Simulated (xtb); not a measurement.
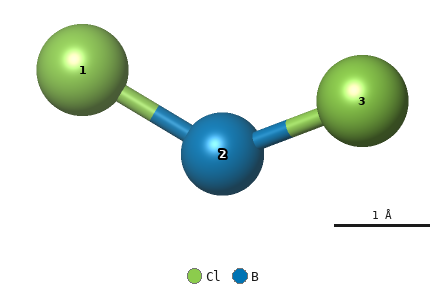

**Figure 1.** The input geometry (ball-and-stick view, seen at a tilt; atoms are numbered from 1 in the order of the input). Bond lengths as drawn: B–Cl 1.72 Å.

**Run report: BCl2, single-point calculation**

System: BCl2, multiplicity 2.
Method: GFN2-xTB (xtb 6.7.1 later snapshot).

The geometry comes from this level: PBE0-D4/def2-TZVP.

**Output**
```
* xtb version 6.7.1
   ID    Z sym.   atoms
    1   17 cl     1, 3
    2    5 b      2

           -------------------------------------------------
          |                Calculation Setup                |
           -------------------------------------------------

          program call               : xtb coord --scc --uhf 1 --gfn 2 --input xcontrol
          coordinate file            : coord
          omp threads                :                     1

           -------------------------------------------------
          |                 G F N 2 - x T B                 |
           -------------------------------------------------

      * Hamiltonian:
        H0-scaling (s, p, d)           1.850000    2.230000    2.230000
        zeta-weighting                 0.500000
      * Dispersion:
        s8                             2.700000
        a1                             0.520000
        a2                             5.000000
        s9                             5.000000
      * Repulsion:
        kExp                           1.500000    1.000000
        rExp                           1.000000
      * Coulomb:
        alpha                          2.000000
        third order                    shell-resolved
        anisotropic                    true
        a3                             3.000000
        a5                             4.000000
        cn-shift                       1.200000
        cn-exp                         4.000000
        max-rad                        5.000000

          ...................................................
          :                      SETUP                      :
          :.................................................:
          :  # basis functions                  24          :
          :  # atomic orbitals                  22          :
          :  # shells                            8          :
          :  # electrons                        17          :
          :  max. iterations                   250          :
          :  Hamiltonian                  GFN2-xTB          :
          :  restarted?                      false          :
          :  GBSA solvation                  false          :
          :  PC potential                    false          :
          :  electronic temp.          300.0000000     K    :
          :  accuracy                    1.0000000          :
          :  -> integral cutoff          0.2500000E+02      :
          :  -> integral neglect         0.1000000E-07      :
          :  -> SCF convergence          0.1000000E-05 Eh   :
          :  -> wf. convergence          0.1000000E-03 e    :
          :  Broyden damping             0.6000000          :
          :  net charge                          0          :
          :  unpaired electrons                  1          :
          ...................................................

 iter      E             dE          RMSdq      gap      omega  full diag
   1    -10.2700034 -0.102700E+02  0.964E+00    1.12       0.0  T
   2    -10.1930953  0.769081E-01  0.751E+00    1.34       1.0  T
   3    -10.2421154 -0.490201E-01  0.470E+00    1.55       1.0  T
   4    -10.3215070 -0.793916E-01  0.113E+00    1.76       1.0  T
   5    -10.3215864 -0.793740E-04  0.926E-01    1.75       1.0  T
   6    -10.3223390 -0.752610E-03  0.164E-01    1.72       1.0  T
   7    -10.3223486 -0.957767E-05  0.736E-02    1.71       1.0  T
   8    -10.3223486 -0.542402E-07  0.211E-02    1.71       2.7  T
   9    -10.3223492 -0.576212E-06  0.791E-03    1.71       7.3  T
  10    -10.3223495 -0.264427E-06  0.654E-04    1.71      88.3  T
  11    -10.3223495  0.108656E-09  0.468E-04    1.71     123.3  T

   *** convergence criteria satisfied after 11 iterations ***

         #    Occupation            Energy/Eh            Energy/eV
      -------------------------------------------------------------
         1        2.0000           -1.0672937             -29.0425
       ...           ...                  ...                  ...
         3        2.0000           -0.5314122             -14.4605
         4        2.0000           -0.4969529             -13.5228
         5        2.0000           -0.4809353             -13.0869
         6        2.0000           -0.4776151             -12.9966
         7        2.0000           -0.4499563             -12.2439
         8        2.0000           -0.4436257             -12.0717
         9        1.0000           -0.3285792              -8.9411 (HOMO)
        10                         -0.2656822              -7.2296 (LUMO)
        11                         -0.0673381              -1.8324
        12                         -0.0448390              -1.2201
        13                         -0.0004658              -0.0127
        14                         -0.0000576              -0.0016
       ...                                ...                  ...
        22                          0.3595112               9.7828
      -------------------------------------------------------------
                  HL-Gap            0.0628970 Eh            1.7115 eV
             Fermi-level           -0.3416166 Eh           -9.2959 eV

 SCC (total)                   0 d,  0 h,  0 min,  0.002 sec
 SCC setup                      ...        0 min,  0.000 sec (  1.929%)
 Dispersion                     ...        0 min,  0.000 sec (  0.595%)
 classical contributions        ...        0 min,  0.000 sec (  0.139%)
 integral evaluation            ...        0 min,  0.000 sec ( 15.065%)
 iterations                     ...        0 min,  0.001 sec ( 60.225%)
 molecular gradient             ...        0 min,  0.000 sec ( 17.740%)
 printout                       ...        0 min,  0.000 sec (  3.906%)

         :::::::::::::::::::::::::::::::::::::::::::::::::::::
         ::                     SUMMARY                     ::
         :::::::::::::::::::::::::::::::::::::::::::::::::::::
         :: total energy             -10.308517945523 Eh    ::
         :: gradient norm              0.017587602796 Eh/a0 ::
         :: HOMO-LUMO gap              1.711514501967 eV    ::
         ::.................................................::
         :: SCC energy               -10.322349458153 Eh    ::
         :: -> isotropic ES            0.022695776913 Eh    ::
         :: -> anisotropic ES         -0.000486397749 Eh    ::
         :: -> anisotropic XC         -0.001505237922 Eh    ::
         :: -> dispersion             -0.001665298208 Eh    ::
         :: repulsion energy           0.013831512630 Eh    ::
         :: add. restraining           0.000000000000 Eh    ::
         :: total charge              -0.000000000000 e     ::
         :::::::::::::::::::::::::::::::::::::::::::::::::::::

           -------------------------------------------------
          |                Property Printout                |
           -------------------------------------------------

    * Orbital Energies and Occupations

         #    Occupation            Energy/Eh            Energy/eV
      -------------------------------------------------------------
         1        2.0000           -1.0672937             -29.0425
         2        2.0000           -1.0666286             -29.0244
         3        2.0000           -0.5314122             -14.4605
         4        2.0000           -0.4969529             -13.5228
         5        2.0000           -0.4809353             -13.0869
         6        2.0000           -0.4776151             -12.9966
         7        2.0000           -0.4499563             -12.2439
         8        2.0000           -0.4436257             -12.0717
         9        1.0000           -0.3285792              -8.9411 (HOMO)
        10                         -0.2656822              -7.2296 (LUMO)
        11                         -0.0673381              -1.8324
        12                         -0.0448390              -1.2201
        13                         -0.0004658              -0.0127
        14                         -0.0000576              -0.0016
        15                         -0.0000326              -0.0009
        16                         -0.0000198              -0.0005
        17                          0.0004147               0.0113
        18                          0.0012543               0.0341
        19                          0.0120153               0.3270
        20                          0.0249634               0.6793
       ...                                ...                  ...
        22                          0.3595112               9.7828
      -------------------------------------------------------------
                  HL-Gap            0.0628970 Eh            1.7115 eV
             Fermi-level           -0.3416166 Eh           -9.2959 eV

     #   Z          covCN         q      C6AA      α(0)
     1  17          0.870    -0.156   103.988    15.600
     2   5          1.646     0.312    35.675    12.587
     3  17          0.870    -0.156   103.989    15.601

 Mol. C6AA /au·bohr⁶  :        688.520630
 Mol. C8AA /au·bohr⁸  :      28435.664418
 Mol. α(0) /au        :         43.788257

Wiberg/Mayer (AO) data.
largest (>0.10) Wiberg bond orders for each atom

 ---------------------------------------------------------------------------
     #   Z sym  total        # sym  WBO       # sym  WBO       # sym  WBO
 ---------------------------------------------------------------------------
     1  17      1.347 --     2      1.271
     2   5      2.541 --     1      1.271     3      1.271
     3  17      1.347 --     2      1.271
 ---------------------------------------------------------------------------

Topologies differ in total number of bonds
Writing topology from bond orders to xtbtopo.mol

molecular dipole:
                 x           y           z       tot (Debye)
 q only:       -0.407      -0.025      -0.223
   full:        0.068       0.004       0.037       0.198
molecular quadrupole (traceless):
                xx          xy          yy          xz          yz          zz
 q only:        1.417       0.409      -2.667       0.175      -0.210       1.250
  q+dip:        0.767       0.291      -2.049      -0.369      -0.242       1.282
   full:        0.571       0.332      -2.332      -0.889      -0.338       1.761

           -------------------------------------------------
          | TOTAL ENERGY              -10.308517945523 Eh   |
          | GRADIENT NORM               0.017587602796 Eh/α |
          | HOMO-LUMO GAP               1.711514501967 eV   |
           -------------------------------------------------

------------------------------------------------------------------------
------------------------------------------------------------------------
 total:
 *  cpu-time:     0 d,  0 h,  0 min,  0.009 sec
 * ratio c/w:     1.000 speedup
 SCF:
 *  cpu-time:     0 d,  0 h,  0 min,  0.003 sec
 * ratio c/w:     1.000 speedup
```

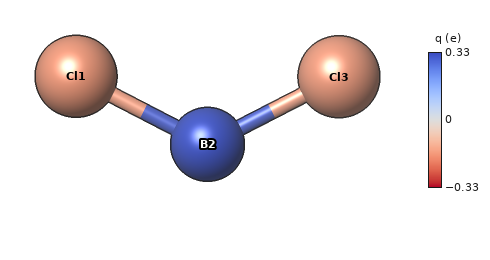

**Figure 2.** Mulliken charges, as the colour of each atom (ball-and-stick view, seen on its broad side; atoms are numbered from 1 in the order of the input). By element: Cl −0.16 and B +0.31 e.

The run was set up as follows.

**The input (coord)**
```
$coord
      0.702033255298     -2.882966175729      0.056691783739  cl
     -0.876643949214     -0.095053224069     -0.485470641416  b
      0.154012679157      2.855565146922      0.403834472833  cl
$end
```

**File xcontrol**
```
$scc
   broydamp=0.6
$end
```

Command:
```bash
xtb coord --scc --uhf 1 --gfn 2 --input xcontrol | tee xtb.out
```

**Summary**

| quantity | value |
| --- | --- |
| outcome | converged |
| electrons treated | 17 |
| total energy | −10.308518 hartree |
| dispersion energy | −0.001665 hartree |
| basis functions | 24 |
| dipole moment | 0.20 D |
| hardware | 1 thread of Arm Neoverse V1, 24 GiB of memory available, shared host |
| peak memory | 0.072 GiB |

**Remarks**

Settings chosen away from the usual ones: method = gfn2-xtb; task = energy; x = {"broyden_damping": 0.6}. The record of the run, not the program, notes: no spin polarisation: high-spin states lie too high.
